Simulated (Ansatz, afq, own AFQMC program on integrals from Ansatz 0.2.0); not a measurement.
# HO (quartet): AFQMC on the coupled-cluster ladder, cc-pVDZ, part 2 of 2

Ansatz 0.2.0, Gaussian basis, and an in-house AFQMC program (afq) on its integrals; all values are calculated; cc-pVDZ, frozen cores.

### 13 Phaseless AFQMC, single-determinant trial on UHF

It reads the integrals that the CCSD(T) run on this determinant wrote.

On the command line:

```bash
$ afq ham --method phaseless --trial hf --walkers 340 --populations 1 --least-time 40 --time-step 0.005 --steps-per-block 20 --equilibration-blocks 112 --max-blocks 600 --target-error 0.0009600000000000001 --factor-cut 1e-05 --start spin_pure --seed 9320 --taylor-order 6
```

Standard output:

```text
orbitals 18  electrons 5 2  factors 114 of 175
reference energy -75.14620907 Eh
CCSD correlation -0.12892922 Eh in 8 cycles, weight of the determinant in the CISD state 0.9665
energy of the start -75.146419 Eh
 block  time / (1/Eh)  mean weight  energy / Eh
     1     0.100  0.9998  -75.191494
     2     0.200  1.0003  -75.220482
     3     0.300  1.0001  -75.237250
     4     0.400  1.0025  -75.244723
     5     0.500  1.0008  -75.250462
     6     0.600  0.9999  -75.254138
     7     0.700  1.0009  -75.253744
     8     0.800  0.9999  -75.258419
     9     0.900  1.0006  -75.267034
    10     1.000  1.0005  -75.272729
    13     1.300  1.0007  -75.278562
    25     2.500  0.9999  -75.275908
    37     3.700  1.0002  -75.267205
    49     4.900  1.0006  -75.275620
    61     6.100  0.9992  -75.273460
    73     7.300  0.9998  -75.276089
    85     8.500  1.0001  -75.275345
    97     9.700  0.9996  -75.268702
   109    10.900  1.0012  -75.284800
   121    12.100  0.9990  -75.273926
   133    13.300  0.9989  -75.275762
   145    14.500  1.0002  -75.274657
   157    15.700  0.9993  -75.281055
   169    16.900  1.0000  -75.278817
   181    18.100  1.0004  -75.273268
   193    19.300  0.9993  -75.273163
   205    20.500  1.0011  -75.283915
   217    21.700  1.0010  -75.269455
   229    22.900  0.9991  -75.276144
   241    24.100  1.0008  -75.275966
   253    25.300  0.9995  -75.271460
   265    26.500  1.0003  -75.283159
   277    27.700  0.9994  -75.272792
   289    28.900  1.0005  -75.280567
   301    30.100  0.9991  -75.271954
   313    31.300  1.0019  -75.280201
   325    32.500  1.0003  -75.272632
   337    33.700  0.9989  -75.266468
   349    34.900  0.9998  -75.279165
   361    36.100  0.9992  -75.277379
   373    37.300  1.0000  -75.279778
   385    38.500  1.0010  -75.272075
   397    39.700  0.9996  -75.284199
   409    40.900  1.0013  -75.274653
   421    42.100  0.9993  -75.277800
   433    43.300  1.0003  -75.269849
   445    44.500  1.0001  -75.278249
   457    45.700  0.9988  -75.274903
   469    46.900  1.0008  -75.262947
   481    48.100  0.9994  -75.274615
   493    49.300  0.9994  -75.276412
   505    50.500  1.0003  -75.274093
blocks merged  error / Eh  count
     1  0.000311  400
     2  0.000395  200
     4  0.000508  100
     8  0.000592  50
    16  0.000635  25
    32  0.000682  12
energy -75.275181 +/- 0.000635 Eh
```

Wall time 4.3 min (1 thread of Arm Neoverse N1, shared host).

Energy -2048.3420 ± 0.0173 eV. Caveats: constraint bias not in the error.

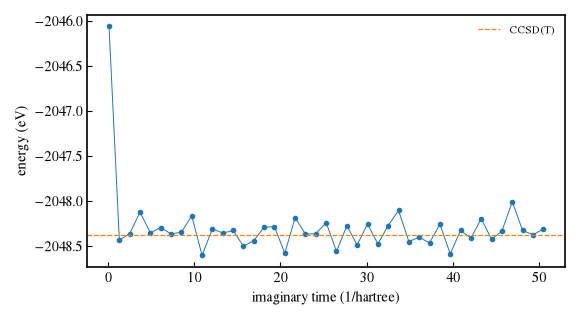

Block energies along the walk.

### 14 Free-projection AFQMC, CISD trial on UHF

It reads the integrals that the CCSD(T) run on this determinant wrote.

On the command line:

```bash
$ afq ham --method free --trial cisd --walkers 170 --time-step 0.03 --max-blocks 80 --target-error 0.00032 --factor-cut 1e-05 --seed 8670 --times 0,0.3,0.6,1.2,1.8,2.4,3.6,4.8,6 --taylor-order 8
```

Standard output:

```text
orbitals 18  electrons 5 2  factors 114 of 175
reference energy -75.14620907 Eh
CCSD correlation -0.12892922 Eh in 8 cycles, weight of the determinant in the CISD state 0.9665
repeat  energy at the last time / Eh  error
    10  -75.276809  0.000201
    20  -75.276716  0.000131
    30  -75.276738  0.000103
time / (1/Eh)  energy / Eh  error  mean overlap
  0.00  -75.275101  0.000023  1.0345
  0.30  -75.276331  0.000048  1.0355
  0.60  -75.276558  0.000057  1.0366
  1.20  -75.276690  0.000057  1.0420
  1.80  -75.276691  0.000068  1.0449
  2.40  -75.276758  0.000077  1.0423
  3.60  -75.276692  0.000074  1.0390
  4.80  -75.276544  0.000115  1.0227
  6.00  -75.276728  0.000100  0.9844
energy -75.276728 +/- 0.000100 Eh
```

Run time: 1.7 min. Hardware: 1 thread of Arm Neoverse N1, shared host.

Energy -2048.3841 ± 0.0027 eV. Caveats: remainder of the start not in the error.

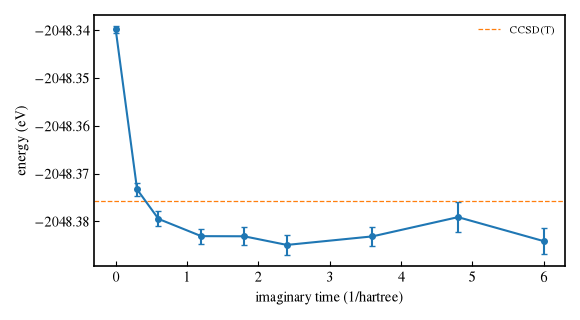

Energy against projection time, with error bars.

### 15 All levels side by side

The full CI on restricted orbitals is not used as the yardstick for these unrestricted rows.

On the UHF determinant, counted from CCSDTQ (a yardstick, not exact):

```
                                                             level  energy (eV)  from CCSDTQ (kcal/mol)  statistical error (kcal/mol)     time
                                                                HF   -2044.8325                  +81.87                                       
                                                               MP2   -2047.8670                  +11.89                                       
                                                              CCSD   -2048.3409                   +0.97                                       
                                                           CCSD(T)   -2048.3757                   +0.16                                       
                                                          CCSDT(Q)   -2048.3825                   +0.01                                       
                                                            CCSDTQ   -2048.3828                    0.00                                       
              Phaseless AFQMC, CISD trial, step 0.005, 170 walkers   -2048.3815                   +0.03                          0.03  3.7 min
Phaseless AFQMC, single-determinant trial, step 0.005, 340 walkers   -2048.3420                   +0.94                          0.40  4.3 min
         Free-projection AFQMC, CISD trial, step 0.03, 170 walkers   -2048.3841                   -0.03                          0.06  1.7 min
```

The functionals' totals stand on their own zeros and serve differences with other points: PBE -2050.464 eV; r2SCAN -2051.860 eV; PBE0 -2050.774 eV; B3LYP -2052.804 eV; wB97M-V -2052.067 eV; B2PLYP -2051.177 eV.

### 16 Summary of results

What follows sums up all 2 parts.

```
                                                    quantity                  value
                                  CCSD(T) on UHF from CCSDTQ         +0.16 kcal/mol
              Phaseless AFQMC, CISD trial on UHF from CCSDTQ  +0.03 ± 0.03 kcal/mol
Phaseless AFQMC, single-determinant trial on UHF from CCSDTQ  +0.94 ± 0.40 kcal/mol
        Free-projection AFQMC, CISD trial on UHF from CCSDTQ  -0.03 ± 0.06 kcal/mol
```

In words: On UHF the phaseless walk with the CISD trial lies +0.03 kcal/mol from CCSDTQ, within three error bars. Free projection has no constraint; at the last time it gives -0.03 ± 0.06 kcal/mol, and from a start that isn't spin pure other spins can mix in. Error bars are statistical and leave out the constraint, the time step and what remains of the start.
